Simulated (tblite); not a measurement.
# Geometry relaxation, with input and output: C12H18F2O12Si8

C12H18F2O12Si8, computed with GFN2-xTB geometry optimisation, gas phase (tblite 0.8.0).

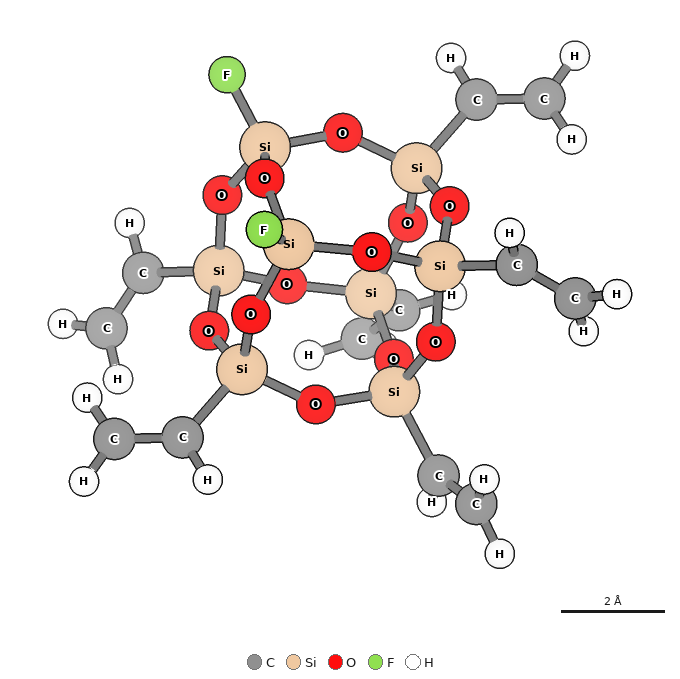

**Figure 1.** The starting structure (ball-and-stick view, seen at an oblique angle).

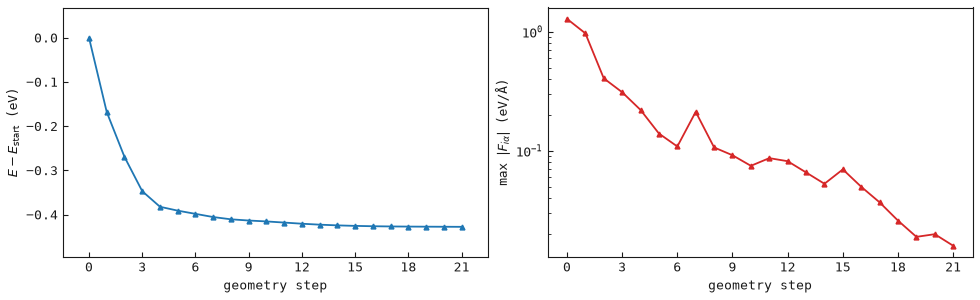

**Figure 2.** Progress of the relaxation, step by step (steps are counted from 0).

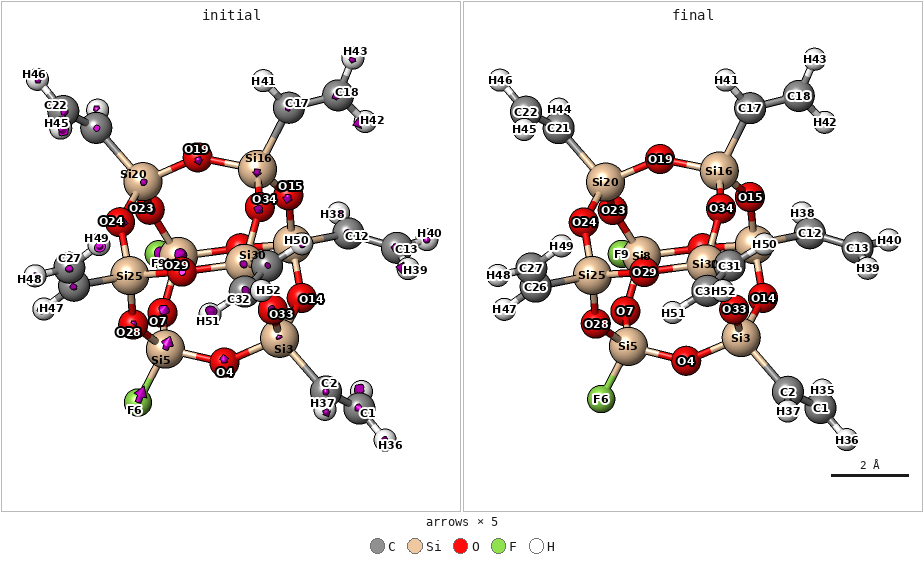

**Figure 3.** Before (left) and after (right) the relaxation, at one scale (ball-and-stick view, seen at a tilt). The pink arrows give the displacements, magnified 5 times. Over 21 geometry steps the energy falls by 0.428 eV. Largest force component: 1.3 eV/Å at the start, 0.016 eV/Å at the end. F6 moves most after the best rigid fit: 0.097 Å. By element the largest moves are F 0.097 Å, Si 0.088 Å, H 0.074 Å, O 0.068 Å, C 0.039 Å. Distances before and after: Si5–O7 1.635 → 1.605 Å, Si20–O24 1.648 → 1.619 Å, C2–Si3 1.847 → 1.875 Å, O4–Si5 1.626 → 1.599 Å. Among the angles that change: Si3–C2–H37 113.4° → 116.6°, Si16–C17–H41 113.3° → 116.4°, C22–C21–H44 120.7° → 118.4°. (Atoms are counted from 1 in the order of the input.)

These pictures come from the run below.

## Input
```
{"job": {"kind": "relax", "xc": "GFN2-xTB", "basis": "xTB"}, "charge": 0, "multiplicity": 1}
C      5.172000    -1.683500    -0.940600
C      3.928100    -2.159600    -0.753100
Si     2.361200    -1.181600    -0.734900
O      1.729900    -1.183300    -2.256800
Si     0.501500    -0.664500    -3.187900
F      0.765700    -1.223600    -4.671600
O      0.465000     0.966600    -3.297500
Si     0.279000     2.331400    -2.417800
F      0.406800     3.560900    -3.433600
O      1.453500     2.505000    -1.301400
Si     2.123200     1.854800     0.042800
C      3.540600     2.929600     0.575100
C      4.636800     2.532500     1.237500
O      2.706200     0.353600    -0.272100
O      1.031000     1.814300     1.266200
Si    -0.401800     1.212100     1.802100
C     -0.712500     1.855300     3.510800
C      0.213200     2.240600     4.393900
O     -1.623600     1.717600     0.828700
Si    -2.245000     1.715600    -0.687800
C     -3.823500     2.704400    -0.666400
C     -5.058100     2.222100    -0.475000
O     -1.206900     2.425500    -1.738100
O     -2.601500     0.180300    -1.169600
Si    -2.015600    -1.315000    -1.473400
C     -3.445400    -2.398600    -1.978400
C     -4.232300    -3.098200    -1.162100
O     -0.935000    -1.272100    -2.703600
O     -1.334200    -1.956400    -0.129400
Si    -0.165900    -1.816600     1.018800
C     -0.317600    -3.244000     2.191900
C     -0.817900    -4.456300     1.911800
O      1.318100    -1.881200     0.321100
O     -0.349600    -0.427700     1.867100
H      5.362500    -0.624300    -1.114900
H      6.026500    -2.344500    -0.930900
H      3.776000    -3.221700    -0.581400
H      3.418900     3.976100     0.300300
H      4.801700     1.492100     1.520800
H      5.410400     3.248400     1.499600
H     -1.765400     1.890900     3.770400
H      1.283900     2.214500     4.175800
H     -0.072300     2.606400     5.373400
H     -3.663500     3.760600    -0.832500
H     -5.256000     1.165400    -0.308700
H     -5.917300     2.888100    -0.483900
H     -3.596900    -2.423700    -3.053400
H     -5.043500    -3.701200    -1.558700
H     -4.100500    -3.099100    -0.082000
H      0.042500    -3.018000     3.191700
H     -1.189500    -4.726700     0.927600
H     -0.854200    -5.225600     2.676900
```

The first line tells a small driver script what to run in tblite; the rest is the geometry in Å.

Command:
```bash
OMP_NUM_THREADS=2 python <driver script> task.json out
```

## Log
```
step      E/eV     max force
  0   -2944.32594    1.289
  1   -2944.49403    1.009
  2   -2944.59545    0.513
  3   -2944.67294    0.342
  4   -2944.70816    0.225
  5   -2944.71694    0.152
  6   -2944.72420    0.132
  7   -2944.73141    0.230
  8   -2944.73653    0.122
  9   -2944.73926    0.103
 10   -2944.74132    0.080
 11   -2944.74389    0.097
 12   -2944.74649    0.096
 13   -2944.74864    0.080
 14   -2944.75023    0.057
 15   -2944.75139    0.077
 16   -2944.75218    0.066
 17   -2944.75268    0.037
 18   -2944.75298    0.026
 19   -2944.75319    0.020
 20   -2944.75336    0.022
 21   -2944.75353    0.020
```

## Trajectory as extended XYZ (Å, eV, eV/Å), 4 of the 22 frames kept, from step=0 to step=21
```
52
Properties=species:S:1:pos:R:3:forces:R:3 step=0 energy=-2944.32594
C     5.1720   -1.6835   -0.9406   -0.9810  -0.2200   0.0980
C     3.9281   -2.1596   -0.7531    1.2850   0.0100  -0.1000
Si    2.3612   -1.1816   -0.7349   -0.8910   0.7990   0.1570
O     1.7299   -1.1833   -2.2568   -0.5450   0.2910  -0.1230
Si    0.5015   -0.6645   -3.1879   -0.2170   0.0500   0.5660
F     0.7657   -1.2236   -4.6716   -0.1190   0.2620   0.6290
O     0.4650    0.9666   -3.2975   -0.0750  -0.0640   0.4190
Si    0.2790    2.3314   -2.4178   -0.2290  -0.5440   0.6560
F     0.4068    3.5609   -3.4336   -0.0360  -0.3810   0.3050
O     1.4535    2.5050   -1.3014   -0.5580  -0.1640  -0.4910
Si    2.1232    1.8548    0.0428   -0.5150  -0.8680   0.1370
C     3.5406    2.9296    0.5751    0.8030   0.0300   0.3750
C     4.6368    2.5325    1.2375   -0.5570   0.2560  -0.4010
O     2.7062    0.3536   -0.2721   -0.4900   0.0040  -0.1040
O     1.0310    1.8143    1.2662   -0.1400  -0.2770  -0.3800
Si   -0.4018    1.2121    1.8021    0.4260  -0.3490  -1.0190
C    -0.7125    1.8553    3.5108    0.3270   0.2440   0.6540
C     0.2132    2.2406    4.3939   -0.2590  -0.1170  -0.3040
O    -1.6236    1.7176    0.8287    0.2630  -0.2290  -0.2340
Si   -2.2450    1.7156   -0.6878    0.3550  -0.8410   0.1390
C    -3.8235    2.7044   -0.6664   -0.6890  -0.3410   0.0700
C    -5.0581    2.2221   -0.4750    0.5340   0.4000  -0.1050
O    -1.2069    2.4255   -1.7381    0.7900  -0.1910  -0.2890
O    -2.6015    0.1803   -1.1696    0.4970   0.3340   0.1310
Si   -2.0156   -1.3150   -1.4734    0.4320   0.2880   0.6400
C    -3.4454   -2.3986   -1.9784   -0.1730  -0.2300   0.1150
C    -4.2323   -3.0982   -1.1621    0.1160   0.1260  -0.2980
O    -0.9350   -1.2721   -2.7036    0.7130   0.3890  -0.1570
O    -1.3342   -1.9564   -0.1294    0.2840   0.3780  -0.0650
Si   -0.1659   -1.8166    1.0188   -0.1110   0.6570  -0.8970
C    -0.3176   -3.2440    2.1919   -0.3540  -0.9040   0.0550
C    -0.8179   -4.4563    1.9118    0.3700   0.6290   0.3230
O     1.3181   -1.8812    0.3211   -0.0110   0.3620  -0.2750
O    -0.3496   -0.4277    1.8671    0.0440   0.1320  -0.3510
H     5.3625   -0.6243   -1.1149   -0.1410  -0.4700   0.1070
H     6.0265   -2.3445   -0.9309   -0.0140   0.1030  -0.0140
H     3.7760   -3.2217   -0.5814    0.2910   0.0890  -0.0520
H     3.4189    3.9761    0.3003    0.2660  -0.1390   0.1820
H     4.8017    1.4921    1.5208   -0.1410   0.4840  -0.1620
H     5.4104    3.2484    1.4996   -0.1200  -0.2360   0.0080
H    -1.7654    1.8909    3.7704    0.1560   0.1230   0.2330
H     1.2839    2.2145    4.1758   -0.5900   0.0010   0.0040
H    -0.0723    2.6064    5.3734    0.1130  -0.0590  -0.1110
H    -3.6635    3.7606   -0.8325   -0.3090   0.0720   0.0240
H    -5.2560    1.1654   -0.3087    0.1730   0.4040  -0.0940
H    -5.9173    2.8881   -0.4839    0.1500  -0.2280   0.0290
H    -3.5969   -2.4237   -3.0534   -0.2440  -0.1880   0.1590
H    -5.0435   -3.7012   -1.5587    0.1250   0.0910   0.1700
H    -4.1005   -3.0991   -0.0820    0.0170   0.0390  -0.4320
H     0.0425   -3.0180    3.1917   -0.1060  -0.3080  -0.0470
H    -1.1895   -4.7267    0.9276    0.1310   0.2100   0.3200
H    -0.8542   -5.2256    2.6769   -0.0430   0.0890  -0.2000
52
Properties=species:S:1:pos:R:3:forces:R:3 step=7 energy=-2944.73141
C     5.1475   -1.6935   -0.9385    0.2130   0.0820  -0.0310
C     3.9243   -2.1606   -0.7530   -0.0510  -0.0890   0.0200
Si    2.3425   -1.1615   -0.7430   -0.0640   0.0660   0.0110
O     1.7029   -1.1611   -2.2392    0.0090  -0.0170  -0.0150
Si    0.4832   -0.6403   -3.1335    0.0100   0.0420  -0.0010
F     0.7518   -1.1909   -4.6045   -0.0250   0.0350   0.0690
O     0.4575    0.9617   -3.2678   -0.0200  -0.0350   0.0400
Si    0.2680    2.2824   -2.3707   -0.0120  -0.0420  -0.0220
F     0.4004    3.5005   -3.3889   -0.0150  -0.0340   0.0490
O     1.4397    2.4766   -1.2999    0.0290   0.0520  -0.0070
Si    2.1133    1.8386    0.0353   -0.0430  -0.0870   0.0470
C     3.5365    2.9318    0.5649    0.1060   0.0220   0.0430
C     4.6210    2.5430    1.2207    0.0190   0.0000   0.0050
O     2.6654    0.3544   -0.2862    0.0760   0.0160  -0.0030
O     1.0232    1.7875    1.2300    0.0190  -0.0010   0.0360
Si   -0.3857    1.1979    1.7733    0.0560  -0.0210  -0.0990
C    -0.7120    1.8497    3.5013   -0.0370  -0.0020   0.0010
C     0.1970    2.2367    4.3823    0.1060   0.0380   0.0780
O    -1.5909    1.6904    0.8030   -0.0240   0.0170   0.0480
Si   -2.2302    1.6956   -0.6839    0.0300  -0.0590   0.0190
C    -3.8108    2.7002   -0.6732   -0.0920   0.0150   0.0190
C    -5.0368    2.2345   -0.4803   -0.0130  -0.0150  -0.0020
O    -1.1923    2.3908   -1.7280   -0.0170   0.0420  -0.0020
O    -2.5490    0.1851   -1.1654   -0.0610  -0.0110   0.0060
Si   -1.9998   -1.3078   -1.4638    0.0450   0.0290   0.0820
C    -3.4300   -2.3958   -1.9857   -0.0590  -0.0400  -0.0150
C    -4.2202   -3.0889   -1.1793   -0.0260  -0.0310   0.0290
O    -0.9258   -1.2488   -2.6837   -0.0170  -0.0330  -0.0510
O    -1.3122   -1.9277   -0.1407   -0.0090  -0.0570   0.0080
Si   -0.1595   -1.8020    0.9902   -0.0220   0.0610  -0.0770
C    -0.3187   -3.2359    2.1885    0.0290   0.0060   0.0320
C    -0.8051   -4.4379    1.9216   -0.0480  -0.0950  -0.0360
O     1.3061   -1.8453    0.2946    0.0120  -0.0660   0.0320
O    -0.3416   -0.4224    1.8228    0.0100  -0.0230   0.0410
H     5.3412   -0.6459   -1.1059   -0.0690  -0.0290   0.0190
H     6.0174   -2.3372   -0.9316   -0.0830   0.0360   0.0010
H     3.8104   -3.2219   -0.5866   -0.0080  -0.0920   0.0010
H     3.4482    3.9789    0.3162    0.0010   0.0960  -0.0280
H     4.7816    1.5151    1.5040   -0.0590   0.0250  -0.0540
H     5.4015    3.2376    1.5005   -0.0610  -0.0390  -0.0190
H    -1.7499    1.9053    3.7965   -0.0850  -0.0020   0.0050
H     1.2517    2.2131    4.1604   -0.0480  -0.0070  -0.0490
H    -0.0693    2.6002    5.3665   -0.0020  -0.0400  -0.0950
H    -3.6982    3.7631   -0.8301    0.0180   0.0790  -0.0210
H    -5.2317    1.1868   -0.3185    0.0700   0.0170  -0.0240
H    -5.9042    2.8805   -0.4812    0.0730  -0.0260  -0.0010
H    -3.6254   -2.4454   -3.0465   -0.0190  -0.0140  -0.0970
H    -5.0351   -3.6923   -1.5534    0.0370   0.0350   0.0010
H    -4.0876   -3.0902   -0.1099    0.0600   0.0320  -0.0300
H     0.0332   -3.0501    3.1931    0.0340   0.0220   0.0730
H    -1.1795   -4.6986    0.9449    0.0190   0.0650   0.0110
H    -0.8551   -5.2186    2.6692    0.0070   0.0750  -0.0440
52
Properties=species:S:1:pos:R:3:forces:R:3 step=14 energy=-2944.75023
C     5.1410   -1.6945   -0.9366    0.0080   0.0050   0.0050
C     3.9213   -2.1766   -0.7495    0.0290  -0.0050  -0.0100
Si    2.3451   -1.1623   -0.7359    0.0160  -0.0060   0.0340
O     1.7018   -1.1633   -2.2312    0.0010  -0.0080   0.0390
Si    0.4761   -0.6431   -3.1160    0.0150  -0.0170  -0.0170
F     0.7432   -1.1792   -4.5895    0.0060  -0.0140  -0.0310
O     0.4463    0.9556   -3.2436   -0.0030   0.0010   0.0060
Si    0.2648    2.2761   -2.3510   -0.0100   0.0320  -0.0080
F     0.3928    3.4899   -3.3714    0.0010   0.0370  -0.0170
O     1.4439    2.4801   -1.2911   -0.0020  -0.0030   0.0230
Si    2.1219    1.8368    0.0396    0.0030  -0.0280   0.0310
C     3.5369    2.9498    0.5588    0.0200   0.0130  -0.0050
C     4.6157    2.5476    1.2132    0.0280  -0.0140   0.0150
O     2.6897    0.3557   -0.2874   -0.0440  -0.0130   0.0100
O     1.0363    1.7806    1.2404   -0.0220  -0.0420  -0.0250
Si   -0.3816    1.1943    1.7682    0.0030   0.0000  -0.0110
C    -0.7224    1.8462    3.4944   -0.0110   0.0010  -0.0050
C     0.1946    2.2330    4.3678    0.0310   0.0150   0.0230
O    -1.5967    1.6891    0.8114    0.0290  -0.0270  -0.0180
Si   -2.2339    1.6914   -0.6778   -0.0150  -0.0150   0.0220
C    -3.8049    2.7135   -0.6725   -0.0140   0.0040  -0.0150
C    -5.0256    2.2358   -0.4835   -0.0140  -0.0100   0.0000
O    -1.1972    2.3938   -1.7166   -0.0080  -0.0070   0.0310
O    -2.5639    0.1788   -1.1547    0.0390   0.0020   0.0270
Si   -2.0047   -1.3121   -1.4610   -0.0270  -0.0020   0.0340
C    -3.4331   -2.3971   -2.0038   -0.0130  -0.0150  -0.0100
C    -4.2143   -3.0869   -1.1865   -0.0110  -0.0130   0.0170
O    -0.9356   -1.2569   -2.6851   -0.0050  -0.0090   0.0230
O    -1.3161   -1.9467   -0.1417    0.0290   0.0490  -0.0010
Si   -0.1587   -1.8027    0.9863   -0.0040   0.0080  -0.0060
C    -0.3090   -3.2278    2.1970   -0.0030   0.0000   0.0120
C    -0.8027   -4.4245    1.9185   -0.0190  -0.0310  -0.0080
O     1.3115   -1.8583    0.2983   -0.0240   0.0440   0.0010
O    -0.3350   -0.4267    1.8265   -0.0030   0.0160  -0.0530
H     5.3121   -0.6433   -1.0978   -0.0110  -0.0110   0.0150
H     6.0142   -2.3300   -0.9340   -0.0150   0.0290  -0.0100
H     3.8168   -3.2420   -0.5913   -0.0290  -0.0050   0.0000
H     3.4563    3.9996    0.3117   -0.0340   0.0200  -0.0160
H     4.7554    1.5140    1.4807    0.0010  -0.0030  -0.0040
H     5.4002    3.2303    1.5032   -0.0060  -0.0190  -0.0080
H    -1.7605    1.9035    3.7950   -0.0150  -0.0210  -0.0260
H     1.2450    2.2097    4.1308   -0.0160  -0.0040  -0.0200
H    -0.0675    2.5929    5.3517    0.0180  -0.0030  -0.0210
H    -3.6978    3.7779   -0.8344    0.0380   0.0100   0.0100
H    -5.1989    1.1842   -0.3290    0.0050   0.0070   0.0000
H    -5.8965    2.8741   -0.4813    0.0080  -0.0280  -0.0060
H    -3.6345   -2.4534   -3.0651    0.0160   0.0240  -0.0230
H    -5.0337   -3.6897   -1.5484    0.0190   0.0050   0.0220
H    -4.0583   -3.0761   -0.1209    0.0000  -0.0040  -0.0070
H     0.0420   -3.0489    3.2048    0.0210   0.0280   0.0010
H    -1.1753   -4.6671    0.9376    0.0020   0.0240  -0.0010
H    -0.8576   -5.2078    2.6595   -0.0060   0.0020  -0.0190
52
Properties=species:S:1:pos:R:3:forces:R:3 step=21 energy=-2944.75353
C     5.1392   -1.6942   -0.9349   -0.0060   0.0000   0.0030
C     3.9213   -2.1814   -0.7484   -0.0020   0.0070  -0.0030
Si    2.3463   -1.1643   -0.7313    0.0100  -0.0040   0.0150
O     1.6988   -1.1664   -2.2248    0.0140  -0.0060   0.0080
Si    0.4763   -0.6454   -3.1136    0.0040  -0.0020   0.0040
F     0.7427   -1.1794   -4.5886    0.0060  -0.0010  -0.0030
O     0.4433    0.9542   -3.2346    0.0050   0.0110  -0.0150
Si    0.2635    2.2796   -2.3481   -0.0050   0.0080   0.0080
F     0.3907    3.4948   -3.3679    0.0010   0.0040   0.0000
O     1.4414    2.4809   -1.2860    0.0110   0.0050   0.0010
Si    2.1241    1.8356    0.0414   -0.0020  -0.0130   0.0060
C     3.5380    2.9533    0.5568   -0.0020  -0.0080   0.0000
C     4.6161    2.5477    1.2108    0.0040  -0.0040  -0.0020
O     2.6892    0.3535   -0.2826   -0.0040  -0.0030  -0.0080
O     1.0382    1.7721    1.2400   -0.0030   0.0050   0.0030
Si   -0.3811    1.1935    1.7669   -0.0030   0.0020  -0.0060
C    -0.7250    1.8451    3.4918    0.0000  -0.0040  -0.0030
C     0.1945    2.2329    4.3624    0.0040   0.0020  -0.0010
O    -1.5959    1.6865    0.8118    0.0000   0.0110  -0.0010
Si   -2.2350    1.6906   -0.6750   -0.0020  -0.0050   0.0040
C    -3.8037    2.7160   -0.6737    0.0040  -0.0080   0.0040
C    -5.0235    2.2351   -0.4857    0.0020  -0.0010  -0.0020
O    -1.1967    2.3959   -1.7095   -0.0130   0.0020   0.0000
O    -2.5628    0.1766   -1.1462    0.0090   0.0070  -0.0090
Si   -2.0068   -1.3132   -1.4599   -0.0120   0.0020   0.0120
C    -3.4346   -2.3977   -2.0080    0.0030   0.0020   0.0070
C    -4.2128   -3.0879   -1.1877    0.0020  -0.0010   0.0000
O    -0.9349   -1.2599   -2.6814   -0.0130  -0.0050  -0.0040
O    -1.3146   -1.9433   -0.1417    0.0000  -0.0070   0.0000
Si   -0.1597   -1.8026    0.9870    0.0010   0.0050  -0.0030
C    -0.3080   -3.2255    2.2000    0.0000   0.0020  -0.0010
C    -0.8039   -4.4207    1.9177   -0.0040  -0.0010  -0.0020
O     1.3110   -1.8545    0.3031    0.0030  -0.0010   0.0050
O    -0.3370   -0.4256    1.8209   -0.0120  -0.0020   0.0130
H     5.3030   -0.6410   -1.0909   -0.0040  -0.0140   0.0140
H     6.0164   -2.3236   -0.9383   -0.0130   0.0140  -0.0050
H     3.8122   -3.2474   -0.5938    0.0050   0.0160  -0.0080
H     3.4505    4.0031    0.3085    0.0000  -0.0080   0.0040
H     4.7509    1.5123    1.4748    0.0050   0.0030  -0.0030
H     5.4037    3.2252    1.5032   -0.0030  -0.0040  -0.0090
H    -1.7649    1.8970    3.7879    0.0060  -0.0050   0.0030
H     1.2429    2.2082    4.1175   -0.0080   0.0040  -0.0080
H    -0.0614    2.5930    5.3474    0.0090   0.0010  -0.0100
H    -3.6887    3.7807   -0.8320   -0.0050  -0.0100   0.0060
H    -5.1907    1.1825   -0.3314    0.0000   0.0060  -0.0060
H    -5.8983    2.8673   -0.4834    0.0050  -0.0070  -0.0060
H    -3.6327   -2.4487   -3.0710   -0.0020   0.0030   0.0160
H    -5.0334   -3.6929   -1.5424    0.0140   0.0040   0.0030
H    -4.0515   -3.0745   -0.1228   -0.0010  -0.0060  -0.0110
H     0.0489   -3.0427    3.2053    0.0010  -0.0050  -0.0030
H    -1.1757   -4.6539    0.9343   -0.0070   0.0080   0.0060
H    -0.8609   -5.2089    2.6531   -0.0020   0.0030  -0.0100
```

## Key numbers

```json
{"quantity": "outcome", "value": "converged"}
{"quantity": "total energy", "value": "−2944.7535 eV"}
{"quantity": "HOMO", "value": "−11.12 eV"}
{"quantity": "LUMO", "value": "−6.57 eV"}
{"quantity": "point group", "value": "C1"}
{"quantity": "dipole moment", "value": "5.51 D"}
{"quantity": "hardware", "value": "2 CPU threads, shared host"}
{"quantity": "wall time", "value": "2.7 s (CPU time 3.6 s)"}
{"quantity": "peak memory", "value": "0.18 GiB"}
```
